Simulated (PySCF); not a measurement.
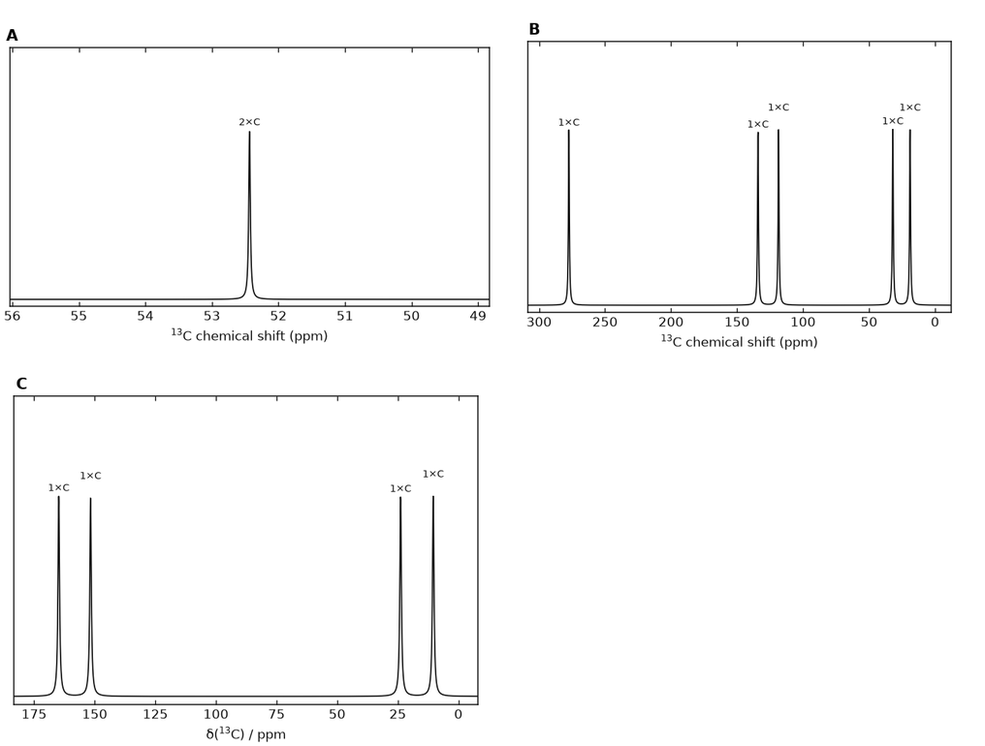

GIAO shifts, CAM-B3LYP/pcSseg-1 in PySCF, at a PBE0-D3(BJ)/def2-SVP geometry (no frequency check), against TMS for ¹³C computed at the same level. Gas phase, fully decoupled, line heights follow the number of nuclei, widths are arbitrary (no quadrupolar broadening); values of one conformer, averaged over nuclei that symmetry or rotation about single bonds exchange, these motions taken as fast; other conformers aren't averaged in.

Assign the panels.
1. C₅H₈F₃PSi, SMILES CC([SiH3])=C=PCC(F)(F)F
2. C₂H₇BO₃, SMILES COB(O)OC
3. C₄H₉B, SMILES C=CBCC

A: 2 (52.4 (2 C) ppm)
B: 1 (277.4 (1 C), 134.1 (1 C), 118.5 (1 C), 32.0 (1 C), 18.9 (1 C) ppm)
C: 3 (164.8 (1 C), 151.7 (1 C), 23.8 (1 C), 10.4 (1 C) ppm)
